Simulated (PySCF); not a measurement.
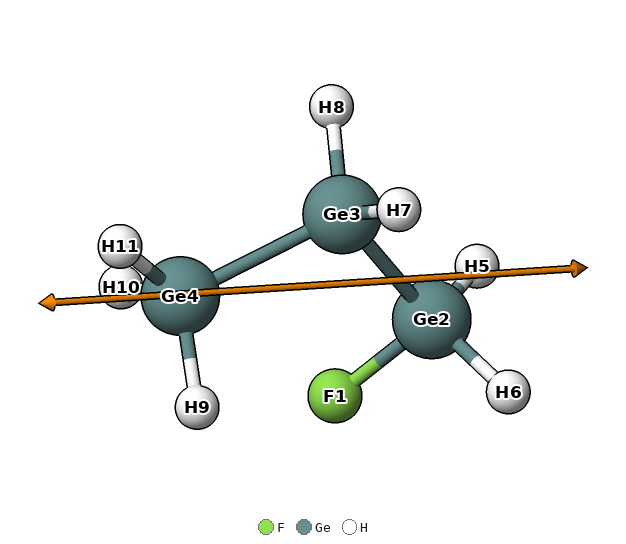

The double arrow shows the direction of the transition dipole to excited singlet state 1 (its length means nothing). The computed structure is the end point of a PBE0-D3(BJ)/def2-SVP optimisation. No frequency run is at hand to confirm it as a minimum. Method: TDDFT ωB97X-D/def2-SVPD, vertical, gas phase, core orbitals frozen in the response (PySCF 2.14.0).

**How is the transition polarised?**

Close to the long direction Ge2···Ge4.

**Where does the transition lie, and how strong is it?**

6.15 eV (201 nm), oscillator strength 0.11, mainly HOMO → LUMO (weight 0.80); transition dipole 2.20 D.
